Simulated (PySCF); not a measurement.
| atom | x (Å) | y (Å) | z (Å) |
| --- | --- | --- | --- |
| Ta | 0.0000 | 0.0000 | -0.1349 |
| O | 0.0000 | 0.0000 | 1.5261 |

Core potentials replace the inner electrons of Ta.

All numbers below come from PBE0/def2-TZVPPD, non-relativistic Hamiltonian with scalar-relativistic core potentials where named, at a bond length of 1.661 Å (PySCF 2.14.0).

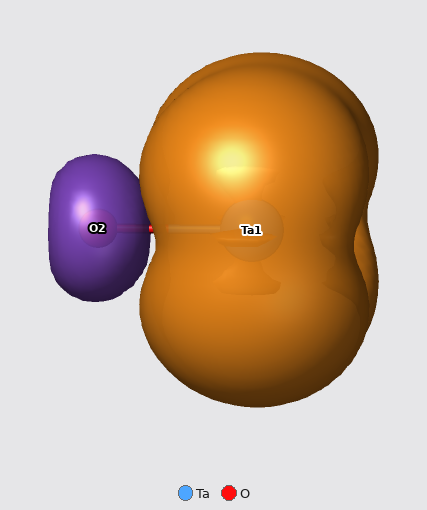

TaO (charge +1, triplet). Isosurfaces of the spin density (α minus β) at +0.02 (orange) and −0.02 e/Å³ (purple), seen from one side.

> Describe the spin distribution.

The unpaired spin (2 electrons) lies mostly on Ta1 (about 2.1), in electrons by Hirshfeld's partition, with opposite, polarisation-induced spin on O2.
